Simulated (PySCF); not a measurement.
# PO (charge +1): what the fields show

```tsv
atom	x (Å)	y (Å)	z (Å)
P	0.0000	0.0000	-0.4846
O	0.0000	0.0000	0.9384
```

These are results of PBE0/def2-TZVPPD, non-relativistic Hamiltonian with scalar-relativistic core potentials where named, at a bond length of 1.423 Å (PySCF), not measurements.

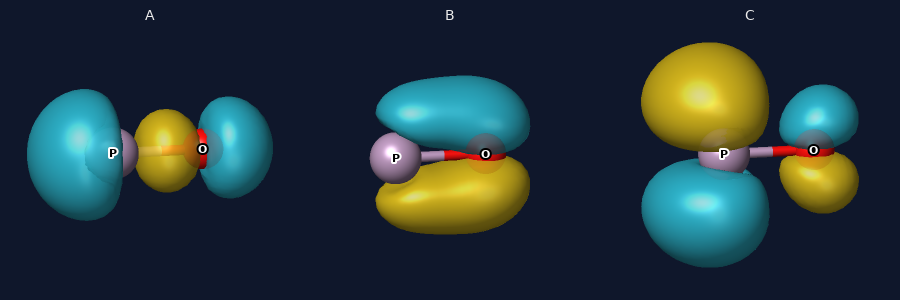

Figure 1. Three frontier orbitals, each drawn at the value that holds 80 % of its norm (yellow and cyan are the two phases), in no order; of a degenerate pair one member is drawn.

### Name the orbitals and rank them from lowest to highest energy.

Orbital B: π, occupied, −19.93 eV; bonding, with no node between the atoms.
Orbital A: σ, occupied, −19.60 eV; shared between the atoms (P 50 %, O 50 %).
Orbital C: π, empty, −11.30 eV; mainly on P (80 %).

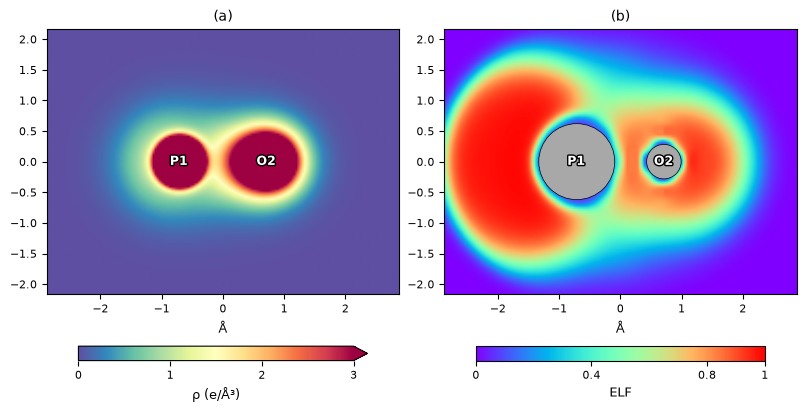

Figure 2. (a) total electron density; (b) ELF on a plane that holds the molecular axis. Grey discs cover the atomic cores in the ELF map.

### What do the fields say about this system?

Atoms in the plane: P and O.
P–O (1.42 Å): ρ is about 2.2 e/Å³ halfway; the ELF peaks at about 0.85 between the atoms (a polar covalent bond).
The ELF also peaks beside O2 and P1, away from the bonds: lone-pair regions.
